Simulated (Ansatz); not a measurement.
## Electronic structure of Cl$_{2}$H$_{4}$N$_{2}$Si in real space

Input file:

```
crystal:
  periodic: [false, false, false]
  atoms:
    - {symbol: Si, position_ang: [-0.661161, 0.205380, 0.303177]}
    - {symbol: N, position_ang: [1.134723, -0.262051, -0.124455]}
    - {symbol: N, position_ang: [-1.267738, -0.002267, -1.152821]}
    - {symbol: H, position_ang: [1.032242, -0.468554, -1.119759]}
    - {symbol: Cl, position_ang: [-0.315448, 2.038629, 1.215082]}
    - {symbol: Cl, position_ang: [-0.953579, -1.060662, 1.922910]}
    - {symbol: H, position_ang: [1.465231, -1.083580, 0.373432]}
    - {symbol: H, position_ang: [1.791362, 0.501172, 0.011024]}
    - {symbol: H, position_ang: [-2.225632, 0.132032, -1.428490]}
basis:
  gaussian: {orbitals: def2-TZVPP}
hamiltonian: {xc: pbe0, dispersion: d4}
output: {orbitals: {seedname: orbitals}}
```

Launched as:

```sh
ansatz run in.yaml --threads 4 --pin off --events-out ev --progress --plain --max-ram 9574MiB
```

The product side of a reaction path; geometry: PBE0-D4/def2-TZVP.

Computed with RKS PBE0-D4/def2-TZVPP in Ansatz.

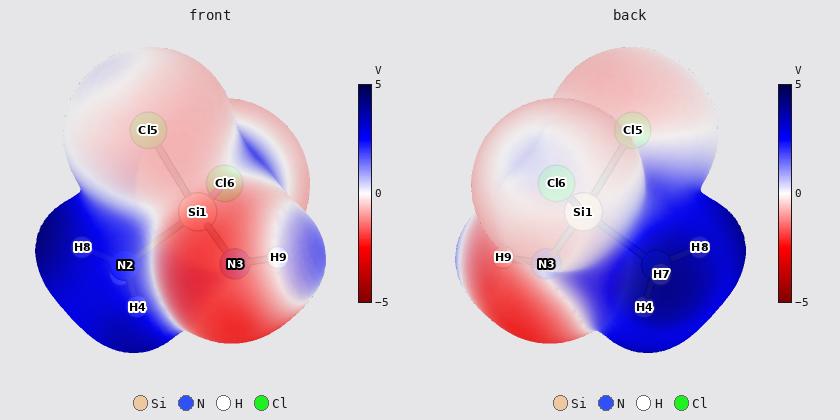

Figure 1. The molecular electrostatic potential painted on the density surface at 0.004 e/bohr³, seen from the front and from behind; red is negative and blue positive.

Which sites attract a positive test charge, and which a negative one?

A positive charge is drawn to the negative regions and a negative charge to the positive ones. The most negative region (about −2.1 V) lies over N3, the most positive (about +4.2 V) over H7 and H8. Cl5 shows a σ-hole: about +0.2 V at the tip opposite its bond, against about −0.3 V on its flanks. Cl6 shows a σ-hole: about +0.2 V at the tip opposite its bond, against about −0.4 V on its flanks. N3 is the likeliest acceptor of a hydrogen bond.

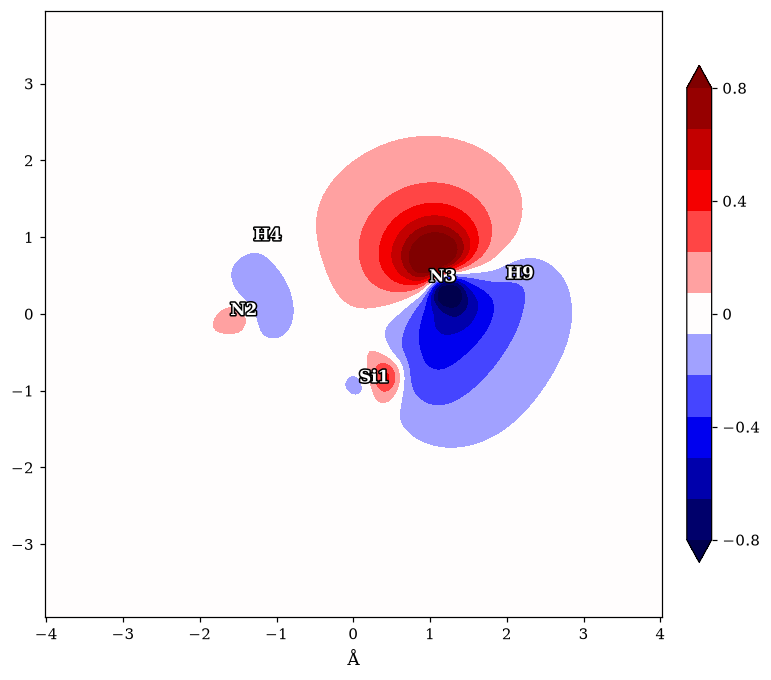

Figure 2. The HOMO−1 on the plane of atoms Si1, N2 and H4 (values in Å⁻³ᐟ²; the overall sign is arbitrary).

What is the character of this orbital?

It lies mainly on N3 (about 65 %) and Si1 (about 15 %); largely a lone pair of N3. Its energy is −7.05 eV.

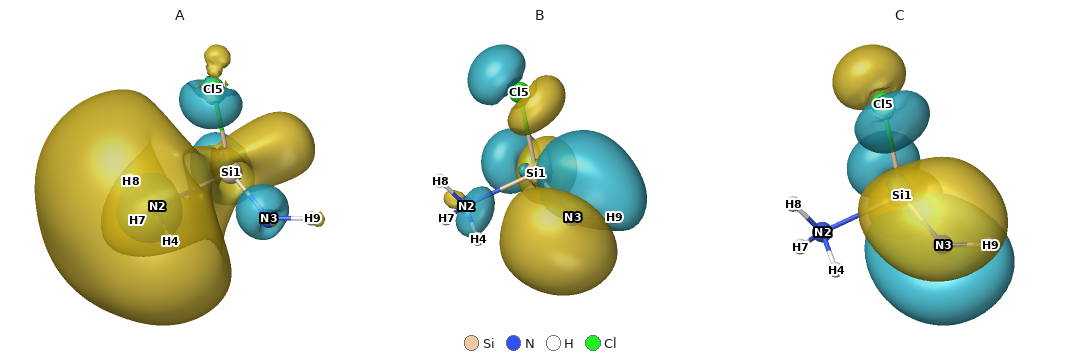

Figure 3. Three frontier orbitals at ±0.06 Å⁻³ᐟ² (yellow and cyan are the two phases), in no order.

Which picture is the HOMO−1, the HOMO and the LUMO?

B is the HOMO−1 (−7.05 eV). It lies mainly on N3 (about 65 %) and Si1 (about 15 %); largely a lone pair of N3. C is the HOMO (−6.35 eV). It lies mainly on N3 (about 65 %) and Si1 (about 20 %). A is the LUMO (−0.25 eV). Its weight (Hirshfeld) is mainly on H7 (about 20 %), H8 (about 20 %), N2 (about 15 %), H4 (about 15 %) and Si1 (about 10 %).

What is the HOMO–LUMO gap?

6.10 eV between the orbital energies.
